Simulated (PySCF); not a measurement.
# LiTe (charge −1): what the fields show

```yaml
atoms:
  - { symbol: Li, position_ang: [0.0000, 0.0000, -2.2675] }
  - { symbol: Te, position_ang: [0.0000, 0.0000, 0.1225] }
```

Core potentials replace the inner electrons of Te.

Level of theory: PBE0/def2-SVPD, non-relativistic Hamiltonian with scalar-relativistic core potentials where named, at a bond length of 2.390 Å in PySCF.

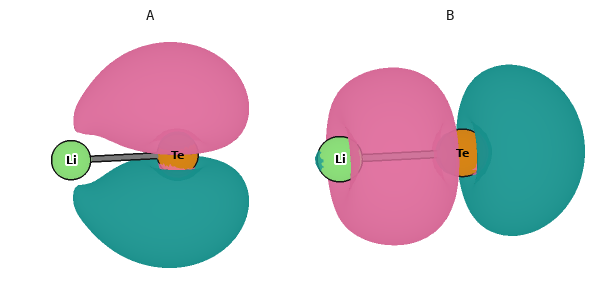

Figure 1. Two frontier orbitals, each drawn at the value that holds 80 % of its norm (teal and pink are the two phases), in no order; of a degenerate pair one member is drawn.

Name the orbitals and rank them from lowest to highest energy.

Answer. Orbital B: σ, occupied, −0.64 eV; mainly on Te (85 %).
Orbital A: π, occupied, 0.03 eV; mainly on Te (85 %).

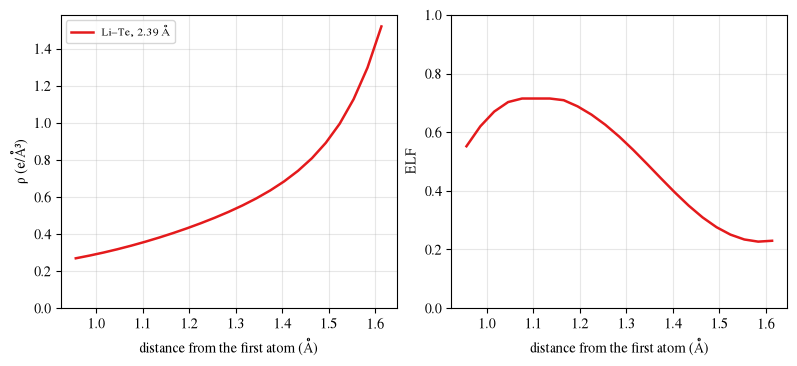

Figure 2. Electron density and electron localisation function along straight lines between neighbouring atoms. The curves leave out the atomic cores.

What can be read from the curves?

Answer. Li–Te (2.39 Å): the density is about 0.43 e/Å³ at the midpoint; the ELF peaks at about 0.70 in the valence shell of Te, 1.3 Å from its nucleus, and is about 0.70 at the midpoint.
